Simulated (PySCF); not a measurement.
C3H9ClGeO (SMILES C[O][Ge]([CH3])([CH3])[Cl])

```
atom    x (Å)    y (Å)    z (Å)
   C   1.8722  -1.4496   0.2972
   O   1.3210  -0.1688   0.0911
  Ge  -0.3758   0.3172   0.3091
   C  -0.2686   2.2858   0.0942
   C  -1.5860  -0.7044  -0.9148
  Cl  -0.9020  -0.2047   2.3143
   H   1.5333  -2.1571  -0.4639
   H   1.6154  -1.8443   1.2833
   H   2.9561  -1.3447   0.2280
   H  -1.2407   2.7374   0.2679
   H   0.4428   2.6934   0.8060
   H   0.0622   2.5301  -0.9095
   H  -1.2384  -0.6108  -1.9386
   H  -1.5995  -1.7555  -0.6396
   H  -2.5964  -0.3159  -0.8464
```

Geometry: GFN2-xTB.

Level of theory: wB97X-D/def2-SVPD, SCF density, gas phase (PySCF 2.14.0).

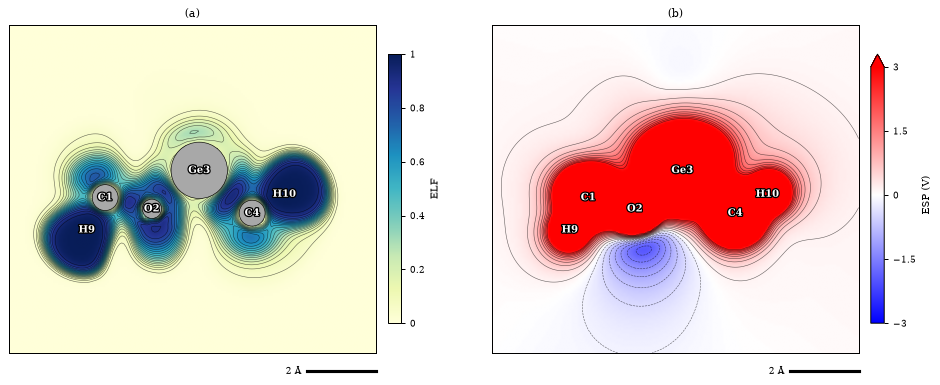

Figure 1. (a) ELF; (b) electrostatic potential on the plane of atoms O2, Ge3 and C4. Grey discs cover the atomic cores in the ELF map.

What does the map show?

The plane passes through C, O, Ge and H nuclei.
C–O (1.41 Å): the ELF peaks at about 0.90 between the atoms: a polar covalent bond.
Ge–O (1.78 Å): the ELF peaks at about 0.85 in the valence shell of O, 0.6 Å from its nucleus, and is about 0.30 at the midpoint.
C–Ge (1.98 Å): the ELF peaks at about 0.90 in the valence shell of C, 0.7 Å from its nucleus, and is about 0.75 at the midpoint.
C–H (1.09 Å): the ELF climbs to about 1 towards the hydrogen, as it does in any bond to H; an ordinary covalent bond to hydrogen.
The ELF also peaks beside O2, away from the bonds: lone-pair regions.
Outside the dense part of the molecule the potential is most negative (−2.0 V) near O2.

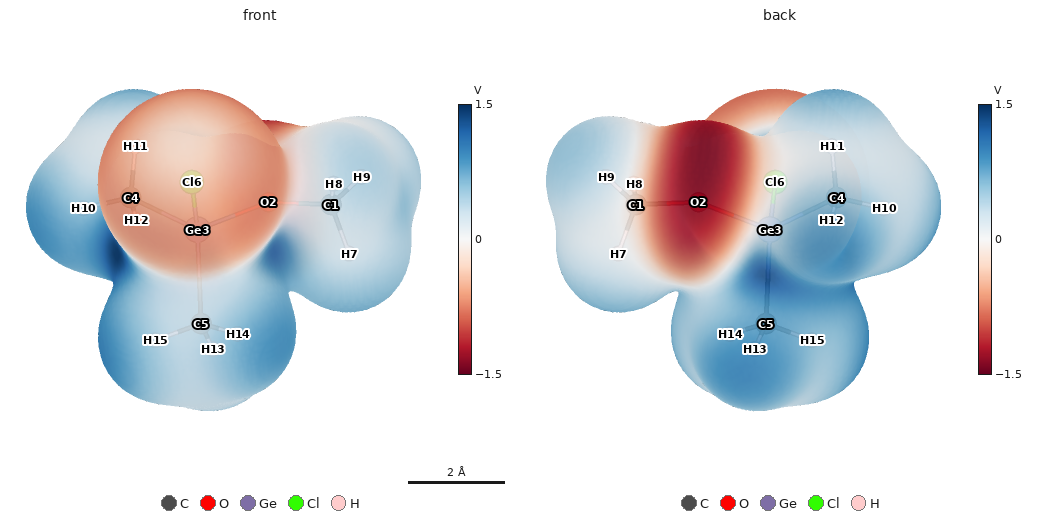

Figure 2. The molecular electrostatic potential painted on the density surface at 0.002 e/bohr³, seen from the front and from behind; the colour scale runs from red (negative) to blue (positive).

Describe the electrostatic potential map.

The most negative region (about −1.4 V) lies over O2, the most positive (about +1.3 V) over Ge3. O2 is the likeliest acceptor of a hydrogen bond.

What dipole moment does the calculation give?

Its dipole moment is 2.11 D.
